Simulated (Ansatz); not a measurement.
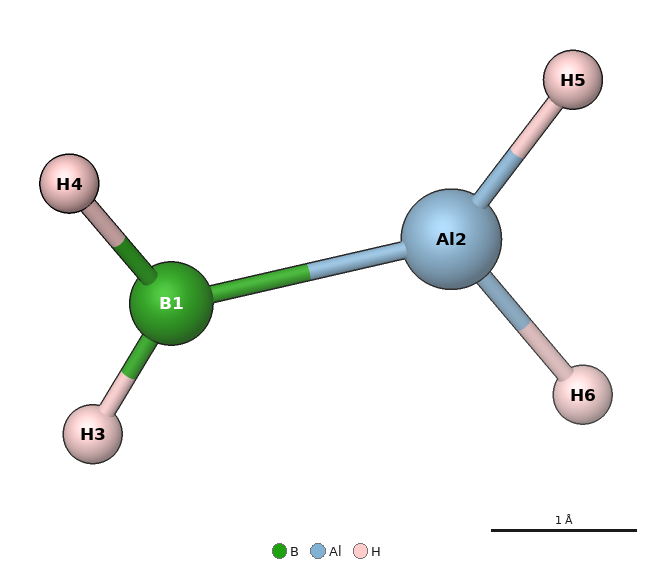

Figure made from data computed with Ansatz.

Orthographic view. Depth is shown by fading: the farther an atom, the more it takes the colour of the background. Geometry: atoms displaced at random (about 0.1 Å) from a stationary point of GFN2-xTB.

Give the geometry as a Z-matrix, atoms in numerical order, with these reference atoms: 2 to 1; 3 to 1, 2; 4 to 1, 3, 2; 5 to 2, 1, 3; 6 to 2, 5, 1.

```
B  
Al   1   2.058
H    1   1.145   2   122.0
H    1   1.356   3   117.5   2   175.8
H    2   1.518   1   125.8   3  -174.6
H    2   1.566   5   110.5   1  -159.7
```
